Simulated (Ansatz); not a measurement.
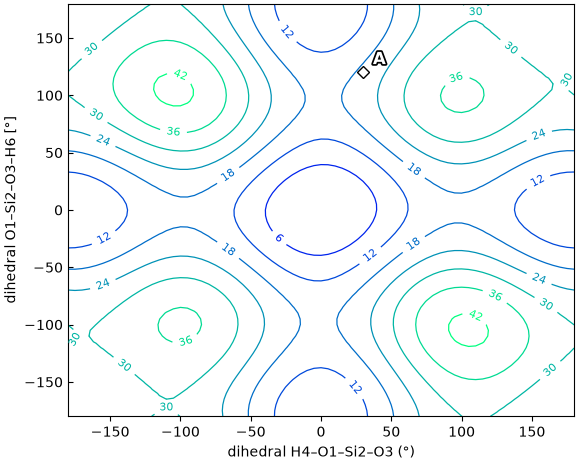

H3O2Si, SMILES O[SiH+]O, charge +1. First axis: dihedral H4–O1–Si2–O3. Second axis: dihedral O1–Si2–O3–H6. Nothing is relaxed (all other coordinates rigid). The grid has 12 × 12 points; 43 points were computed and 101 follow by symmetry. Energies: kJ/mol, counted from the lowest grid point. Level of theory: RKS B3LYP-D4/def2-TZVP (Ansatz).

The picture shows contour lines labelled in kJ/mol, the point A. Between grid points the surface is interpolated.

Which way does the force act at A, and how strong is it?

Answer. A, at dihedral H4–O1–Si2–O3 = 30°, dihedral O1–Si2–O3–H6 = 120°, is not a stationary point. The computed force is 0.26 kJ/mol for each degree towards smaller values of dihedral H4–O1–Si2–O3 and 0.15 kJ/mol for each degree towards larger values of dihedral O1–Si2–O3–H6.
